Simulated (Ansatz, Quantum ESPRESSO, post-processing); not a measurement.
# Cl-CC-Cl chair, 1 layer in a field-effect set-up, part 4 of 7

How rigid are the bands of Cl-CC-Cl chair, 1 layer under field-effect doping?

Quantum ESPRESSO 7.5; plane-wave DFT, PBE, GBRV ultrasoft pseudopotentials; geometry by Ansatz 0.2.0 with PAW datasets.

So far. Step 3 (Self-consistent run: neutral sheet, no gate): The run needed 17 iterations to bring the estimated error under 1e-07 Ry. Step 6 (Bands along a path: neutral sheet, no gate): Along this path the valence top lies at Γ and the conduction bottom at Γ.

**7. Ground state: charge -0.0218 e against a gate**

gate = .true. adds a charged plate at zgate that balances tot_charge; a barrier (block_1 to block_2, block_height) keeps the electrons off it, and dipfield leaves the far side free of field. Negative tot_charge adds electrons. The total energies that the log prints beside a gate are not used here.

The input, g1.in:

```
&control
  prefix = 'g1'
  outdir = './out'
  pseudo_dir = './pseudo'
  calculation = 'scf'
  tprnfor = .true.
  tefield = .true.
  dipfield = .true.
  gate = .true.
/
&system
  ibrav = 0
  nat = 4
  ntyp = 2
  ecutwfc = 40
  ecutrho = 200
  occupations = 'smearing'
  smearing = 'fd'
  degauss = 0.004
  edir = 3
  emaxpos = 0.210506
  eopreg = 0.01
  eamp = 0.0
  zgate = 0.222506
  block = .true.
  block_1 = 0.14578
  block_2 = 0.299233
  block_height = 2.0
  tot_charge = -0.0218
  nbnd = 17
/
&electrons
  conv_thr = 1e-07
  mixing_beta = 0.4
  electron_maxstep = 120
  mixing_mode = 'local-TF'
  startingpot = 'file'
/
ATOMIC_SPECIES
  Cl  35.4500  cl_pbe_v1.4.uspp.F.UPF
  C   12.0110  c_pbe_v1.2.uspp.F.UPF
CELL_PARAMETERS angstrom
  2.91236399479853 -0.00000000000000 -0.00000000000000
  -1.45618199739926 2.52218120456265 -0.00000000000000
  -0.00000000000000 -0.00000000000000 26.06666666670000
ATOMIC_POSITIONS crystal
  Cl  0.666666666667 0.333333333333 0.422980793916
  C   0.666666666667 0.333333333333 0.490235704282
  C   0.333333333333 0.666666666667 0.509764295302
  Cl  0.333333333333 0.666666666667 0.577019206500
K_POINTS automatic
  18 18 1 0 0 0
```

On the command line:

```console
$ cp -r out/g0.save out/g1.save
$ OMP_NUM_THREADS=1 mpirun -n 4 pw.x -nk 4 -in g1.in > g1.out
```

Output:

```text
[banner, memory and clock lines left out]
Program PWSCF v.7.5 starts
[citation notice left out]

[...]
Message from routine setup:
[...]
bravais-lattice index     =            0
     lattice parameter (alat)  =       5.5036  a.u.
     unit-cell volume          =    1292.1235 (a.u.)^3
     number of atoms/cell      =            4
     number of atomic types    =            2
     number of electrons       =        22.02
     number of Kohn-Sham states=           17
     kinetic-energy cutoff     =      40.0000  Ry
     charge density cutoff     =     200.0000  Ry
     scf convergence threshold =      1.0E-07
     mixing beta               =       0.4000
     number of iterations used =            8  local-TF  mixing
     Exchange-correlation= SLA  PW   PBE  PBE
                           (   1   4   3   4   0   0   0)

[...]
PseudoPot. # 1 for Cl read from file:
     ./pseudo/cl_pbe_v1.4.uspp.F.UPF
     Pseudo is Ultrasoft + core correction, Zval =  7.0
     Generated by new atomic code, or converted to UPF format
     Using radial grid of  909 points,  6 beta functions with:
                l(1) =   0
                l(2) =   0
                l(3) =   1
                l(4) =   1
                l(5) =   2
                l(6) =   2
     Q(r) pseudized with  8 coefficients,  rinner =    1.300   1.300   1.300
                                                       1.300   1.300

     PseudoPot. # 2 for C  read from file:
     ./pseudo/c_pbe_v1.2.uspp.F.UPF
     Pseudo is Ultrasoft + core correction, Zval =  4.0
     Generated by new atomic code, or converted to UPF format
     Using radial grid of  721 points,  4 beta functions with:
                l(1) =   0
                l(2) =   0
                l(3) =   1
                l(4) =   1
     Q(r) pseudized with  8 coefficients,  rinner =    1.100   1.100   1.100

     atomic species   valence    mass     pseudopotential
     Cl                7.00    35.45000     Cl( 1.00)
     C                 4.00    12.01100     C ( 1.00)

      6 Sym. Ops. (no inversion) found

                                    s                        frac. trans.

      isym =  1     identity

 cryst.   s( 1) = (     1          0          0      )
                  (     0          1          0      )
                  (     0          0          1      )

 cart.    s( 1) = (  1.0000000  0.0000000  0.0000000 )
                  (  0.0000000  1.0000000  0.0000000 )
                  (  0.0000000  0.0000000  1.0000000 )

      isym =  2     120 deg rotation - cryst. axis [0,0,1]

 cryst.   s( 2) = (     0          1          0      )
                  (    -1         -1          0      )
                  (     0          0          1      )

 cart.    s( 2) = ( -0.5000000 -0.8660254  0.0000000 )
                  (  0.8660254 -0.5000000  0.0000000 )
                  (  0.0000000  0.0000000  1.0000000 )

      isym =  3     120 deg rotation - cryst. axis [0,0,-1]

 cryst.   s( 3) = (    -1         -1          0      )
                  (     1          0          0      )
                  (     0          0          1      )

 cart.    s( 3) = ( -0.5000000  0.8660254  0.0000000 )
                  ( -0.8660254 -0.5000000  0.0000000 )
                  (  0.0000000  0.0000000  1.0000000 )

      isym =  4     inv. 180 deg rotation - cart. axis [1,0,0]

 cryst.   s( 4) = (    -1          0          0      )
                  (     1          1          0      )
                  (     0          0          1      )

 cart.    s( 4) = ( -1.0000000  0.0000000  0.0000000 )
                  (  0.0000000  1.0000000  0.0000000 )
                  (  0.0000000  0.0000000  1.0000000 )

      isym =  5     inv. 180 deg rotation - cryst. axis [0,1,0]

 cryst.   s( 5) = (     1          1          0      )
                  (     0         -1          0      )
                  (     0          0          1      )

 cart.    s( 5) = (  0.5000000  0.8660254  0.0000000 )
                  (  0.8660254 -0.5000000  0.0000000 )
                  (  0.0000000  0.0000000  1.0000000 )

      isym =  6     inv. 180 deg rotation - cryst. axis [1,1,0]

 cryst.   s( 6) = (     0         -1          0      )
                  (    -1          0          0      )
                  (     0          0          1      )

 cart.    s( 6) = (  0.5000000 -0.8660254  0.0000000 )
                  ( -0.8660254 -0.5000000  0.0000000 )
                  (  0.0000000  0.0000000  1.0000000 )

[...]
number of k points=    37  Fermi-Dirac smearing, width (Ry)=  0.0040
[...]
Dense  grid:    61901 G-vectors     FFT dimensions: (  25,  25, 225)

     Smooth grid:    44023 G-vectors     FFT dimensions: (  24,  24, 200)

     Dynamical RAM for                 wfc:       1.43 MB

     Dynamical RAM for     wfc (w. buffer):      15.75 MB

     Dynamical RAM for           str. fact:       1.89 MB

     Dynamical RAM for           local pot:       0.00 MB

     Dynamical RAM for          nlocal pot:       4.38 MB

     Dynamical RAM for                qrad:       2.27 MB

     Dynamical RAM for          rho,v,vnew:       6.05 MB

     Dynamical RAM for               rhoin:       2.02 MB

     Dynamical RAM for            rho*nmix:      15.11 MB

     Dynamical RAM for           G-vectors:       3.88 MB

     Dynamical RAM for          h,s,v(r/c):       0.05 MB

     Dynamical RAM for          <psi|beta>:       0.01 MB

     Dynamical RAM for                 psi:       2.86 MB

     Dynamical RAM for                hpsi:       2.86 MB

     Dynamical RAM for                spsi:       2.86 MB

     Dynamical RAM for      wfcinit/wfcrot:       2.87 MB

     Dynamical RAM for           addusdens:      45.10 MB

     Dynamical RAM for          addusforce:      45.34 MB

     Adding charged plate to compensate the charge of the system - add_gatefield
     see PRB 89, 245406 (2014), works only for 2D systems perpendicular to z
                                i.e. 3rd lattice vector is (0,0,c)

        prefactor of the potential in [Ha a.u.]:    -0.005222
               position of the gate within cell:     0.22251
         ion-gate + gate-gate contribution to the total energy:    -2.224091
                         gate-gate contribution:     0.000935

        Adding potential to prevent charge spilling into region of the gate
        Potential is linearly increased and decreased within the first/last eopreg of block_size
[...]
88 MiB allocation reported by mallinfo(arena+hblkhd)
[...]
------------------
[...]
negative rho (up, down):  3.178E-02 0.000E+00

[...]
Dipole               -0.1520 Ry au,         -0.3864 Debye
[...]
total energy              =     -91.23094367 Ry
     estimated scf accuracy    <       0.00004246 Ry

[...]
iteration # 10     ecut=    40.00 Ry     beta= 0.40
[...]
---- Real-time Memory Report at c_bands before calling an iterative solver
           159 MiB given to the printing process from OS
            93 MiB allocation reported by mallinfo(arena+hblkhd)
[...]
------------------
[...]
negative rho (up, down):  2.995E-02 0.000E+00

[...]
Dipole               -0.1854 Ry au,         -0.4711 Debye
[...]
total energy              =     -91.23089480 Ry
     estimated scf accuracy    <       0.00000127 Ry

     iteration # 11     ecut=    40.00 Ry     beta= 0.40
[...]
---- Real-time Memory Report at c_bands before calling an iterative solver
           159 MiB given to the printing process from OS
            93 MiB allocation reported by mallinfo(arena+hblkhd)
[...]
------------------
[...]
negative rho (up, down):  2.989E-02 0.000E+00

[...]
Dipole               -0.1855 Ry au,         -0.4715 Debye
[...]
total energy              =     -91.23089456 Ry
     estimated scf accuracy    <       0.00000027 Ry

     iteration # 12     ecut=    40.00 Ry     beta= 0.40
[...]
---- Real-time Memory Report at c_bands before calling an iterative solver
           159 MiB given to the printing process from OS
            93 MiB allocation reported by mallinfo(arena+hblkhd)
[...]
------------------
[...]
negative rho (up, down):  2.979E-02 0.000E+00

[...]
Dipole               -0.1859 Ry au,         -0.4725 Debye
[...]
total energy              =     -91.23089413 Ry
     estimated scf accuracy    <       0.00000020 Ry

     iteration # 13     ecut=    40.00 Ry     beta= 0.40
[...]
---- Real-time Memory Report at c_bands before calling an iterative solver
           159 MiB given to the printing process from OS
            93 MiB allocation reported by mallinfo(arena+hblkhd)
[...]
------------------
[...]
negative rho (up, down):  2.977E-02 0.000E+00

[...]
Dipole               -0.1868 Ry au,         -0.4747 Debye
[...]
End of self-consistent calculation

          k = 0.0000 0.0000 0.0000 (  5607 PWs)   bands (ev):

   -20.4375 -18.9521 -15.3499 -10.0534  -6.3877  -4.7846  -4.7846  -1.8089
    -1.8089  -0.5365  -0.5365   1.0359   1.2824   2.5507   3.2511   3.2511
     3.4094

     occupation numbers
     1.0000   1.0000   1.0000   1.0000   1.0000   1.0000   1.0000   1.0000
     1.0000   1.0000   1.0000   0.8193   0.0466   0.0000   0.0000   0.0000
     0.0000

          k = 0.0000 0.0642 0.0000 (  5603 PWs)   bands (ev):

   -20.3913 -18.9148 -15.3069 -10.0247  -6.3932  -5.0805  -4.8737  -2.0083
    -1.8384  -0.7632  -0.5817   1.1743   1.4265   2.5876   3.2640   3.3709
     3.4854

     occupation numbers
     1.0000   1.0000   1.0000   1.0000   1.0000   1.0000   1.0000   1.0000
     1.0000   1.0000   1.0000   0.2628   0.0035   0.0000   0.0000   0.0000
     0.0000

[...]
the Fermi energy is     1.1182 ev

!    total energy              =     -91.23089408 Ry
     estimated scf accuracy    <       0.00000006 Ry
     smearing contrib. (-TS)   =      -0.00021878 Ry
     internal energy E=F+TS    =     -91.23067530 Ry

     The total energy is F=E-TS. E is the sum of the following terms:
     one-electron contribution =   -1146.32016372 Ry
     hartree contribution      =     578.69641110 Ry
     xc contribution           =     -25.92853672 Ry
     ewald contribution        =     504.54536545 Ry
     electric field correction =       0.00033921 Ry
     gate field correction     =      -2.22409062 Ry

     convergence has been achieved in  13 iterations

     negative rho (up, down):  2.977E-02 0.000E+00

     Forces acting on atoms (cartesian axes, Ry/au):

     atom    1 type  1   force =     0.00000000    0.00000000   -0.00458794
     atom    2 type  2   force =     0.00000000    0.00000000    0.00875718
     atom    3 type  2   force =     0.00000000    0.00000000   -0.00448178
     atom    4 type  1   force =     0.00000000   -0.00000000    0.00031254
     The non-local contrib.  to forces
     atom    1 type  1   force =     0.00000000    0.00000000    0.45923191
     atom    2 type  2   force =     0.00000000    0.00000000   -0.22088018
     atom    3 type  2   force =     0.00000000    0.00000000    0.20889574
     atom    4 type  1   force =     0.00000000   -0.00000000   -0.46515707
     The ionic contribution  to forces
     atom    1 type  1   force =    -0.00000000    0.00000000  -39.87179402
     atom    2 type  2   force =    -0.00000000    0.00000000   -1.85880317
     atom    3 type  2   force =     0.00000000   -0.00000000    1.85880326
     atom    4 type  1   force =     0.00000000   -0.00000000   39.87179392
     The local contribution  to forces
     atom    1 type  1   force =    -0.00000000    0.00000000   39.34951781
     atom    2 type  2   force =    -0.00000000    0.00000000    2.05335528
     atom    3 type  2   force =     0.00000000   -0.00000000   -2.10348490
     atom    4 type  1   force =     0.00000000   -0.00000000  -39.46315988
     The core correction contribution to forces
     atom    1 type  1   force =     0.00000000   -0.00000000   -0.01087807
     atom    2 type  2   force =     0.00000000   -0.00000000    0.00113239
     atom    3 type  2   force =    -0.00000000    0.00000000   -0.00101845
     atom    4 type  1   force =    -0.00000000    0.00000000    0.01092939
     The Hubbard contrib.    to forces
     atom    1 type  1   force =     0.00000000    0.00000000    0.00000000
     atom    2 type  2   force =     0.00000000    0.00000000    0.00000000
     atom    3 type  2   force =     0.00000000    0.00000000    0.00000000
     atom    4 type  1   force =     0.00000000    0.00000000    0.00000000
     The SCF correction term to forces
     atom    1 type  1   force =     0.00000000   -0.00000000    0.00010750
     atom    2 type  2   force =    -0.00000000   -0.00000000    0.00001133
     atom    3 type  2   force =     0.00000001    0.00000000    0.00001261
     atom    4 type  1   force =     0.00000000    0.00000000   -0.00079892

     Gate contribution to forces:
     atom    1 type  1   force =     0.00000000    0.00000000    0.04379334
     atom    2 type  2   force =     0.00000000    0.00000000    0.01940575
     atom    3 type  2   force =     0.00000000    0.00000000    0.01777417
     atom    4 type  1   force =     0.00000000    0.00000000    0.02127151

     Total force =     0.010859     Total SCF correction =     0.000806

[...]
```

Run time: 30 s. Hardware: 4 MPI ranks of Arm Neoverse V2, shared host; peak memory 0.52 GiB.

Numbers from this step:

| Property | Result |
| --- | --- |
| Fermi energy | 1.118 eV |

The program's own clock; routines nest. Time by routine:

```csv
routine,wall time (s),calls
PWSCF,29.73,1
electrons,28.58,1
c_bands,20.25,13
cegterg,18.12,130
h_psi,14,1066
fftw,12.11,16088
vloc_psi,11.77,1066
mix_rho,3.79,13
sum_band,3.16,13
sum_band:loo,2.34,13
ffts,2.24,1503
calbec,1.42,1236
add_vuspsi,1.11,1066
cegterg:last,1.06,337
```

The run needed 13 iterations to bring the estimated error under 1e-07 Ry.

**8. Valence density**

The input, g1.rho.in:

```
&inputpp
  prefix = 'g1'
  outdir = './out'
  filplot = 'g1.rho.dat'
  plot_num = 0
/
```

On the command line:

```console
$ OMP_NUM_THREADS=1 mpirun -n 4 pp.x -in g1.rho.in > g1.rho.out
```

The job ended after 0.83 s (4 MPI ranks; peak memory 0.1 GiB).

Numbers from this step:

| Item | Value |
| --- | --- |
| electrons by integration | 22.02 e |

The density integrates to 22.022 electrons, as the 22.02 of the input ask.

**9. Potential by pp.x**

The potential should show the barrier, the kink at the plate, the step of the dipole correction and a flat far side.

The input, g1.pot.in:

```
&inputpp
  prefix = 'g1'
  outdir = './out'
  filplot = 'g1.pot.dat'
  plot_num = 11
/
```

On the command line:

```console
$ OMP_NUM_THREADS=1 mpirun -n 4 pp.x -in g1.pot.in > g1.pot.out
```

Output:

```text
[banner, memory and clock lines left out]
Program POST-PROC v.7.5 starts
[citation notice left out]

[...]
./out/g1.save/

[...]
negative rho (up, down):  2.977E-02 0.000E+00

     Adding external electric field

     Computed dipole along edir(3) :
        Dipole               -0.1868 Ry au,         -0.4747 Debye
        Dipole field         -0.0018 Ry au,

        Potential amp.        0.1771 Ry
        Total length         48.7663 bohr

     Calling punch_plot, plot_num =  11

     Adding external electric field

     Computed dipole along edir(3) :
        Dipole               -0.1868 Ry au,         -0.4747 Debye
        Dipole field         -0.0018 Ry au,

        Potential amp.        0.1771 Ry
        Total length         48.7663 bohr

     Writing data to file  g1.pot.dat
     Message from routine chdens:
     namelist plot not found or invalid, exiting
```

Run time: 0.82 s. Hardware: 4 MPI ranks; peak memory 0.1 GiB.

The potential energy, planar mean oscillates, so the rows of the table below give means over windows of 2 Å about each position, cut where the curve ends. Its maxima inside the range that stand out by 2 % of the span (Å: eV): 5.4: 29.6, 11.9: -2.36, 14.1: -2.28. Its minima: 11.0: -20.6, 13.1: -17.8, 15.1: -20.5.

Electrostatic potential energy of an electron, with the sawtooth; zero at the Fermi level. The potential energy, planar mean by z; means over each step:

```csv
z (Å),"potential energy, planar mean (eV)"
0,2.38
2,2.38
4,17.0
6,28.1
8,10.3
10,-3.36
12,-10.3
14,-10.1
16,-3.79
18,2.37
20,2.38
22,2.38
24,2.38
```

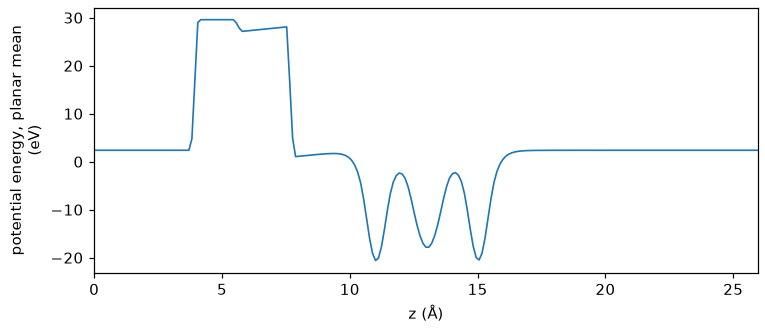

Potential energy, planar mean against z.

**10. Induced charge**

The planar mean oscillates, so the rows of the table below give means over windows of 1.27 Å about each position, cut where the curve ends. Its maxima inside the range that stand out by 2 % of the span (Å: e/Å³): 10.2: 0.00246, 11.5: -1.0e-4, 12.7: 0.00139, 13.8: 1.3e-4, 16.8: 8.7e-5. Its minima: 11.2: -3.7e-4, 12.0: -5.4e-4, 13.3: -3.6e-4, 15.4: -2.5e-4.

The planar mean by z; means over each step:

```csv
z (Å),planar mean (e/Å³)
5.71,-6.5e-8
6.98,-2.0e-6
8.26,8.9e-5
9.53,0.00119
10.79,8.6e-4
12.06,-8.7e-5
13.33,3.0e-4
14.61,-9.8e-6
15.88,-9.9e-5
17.15,7.0e-5
18.42,2.0e-5
19.69,3.2e-6
20.96,4.9e-7
22.23,7.5e-8
```

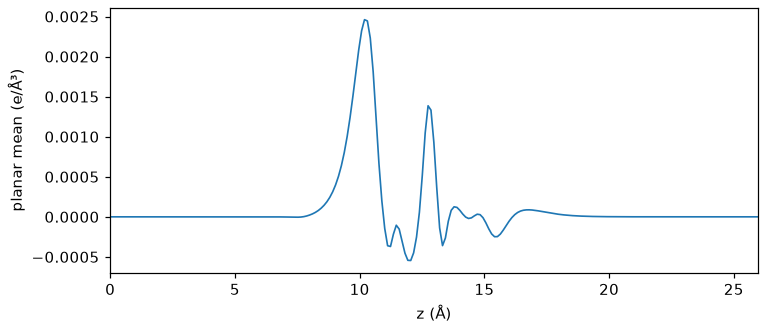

Planar mean against z.

The running integral, electrons below z by z:

```csv
z (Å),"running integral, electrons below z (e/Å²)"
6,-3.4e-8
8,1.4e-6
10,0.00138
12,0.00250
14,0.00299
16,0.00283
18,0.00295
20,0.00297
22,0.00297
24,0.00297
```

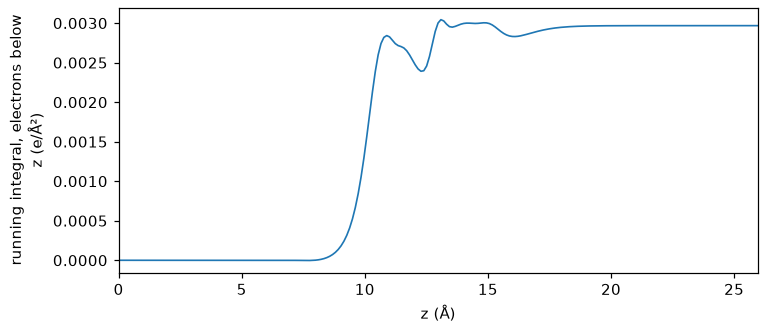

Running integral, electrons below z against z.

(Continued in part 5 of 7.)

[Logs are printed without paths, hosts, clocks, repeated set-up lines and the standing remarks that a program may print on its own settings, such as how far it seeks lower states.]

[Hosts, paths, dates, database ids (printed as entryN), source tags and the programs' standing remarks are cut or masked in the printed files.]

[Maps of the electrostatic potential energy from Ansatz leave out the sawtooth potential of an applied field or a dipole correction, so their vacuum need not be flat; planar profiles and work functions include it.]
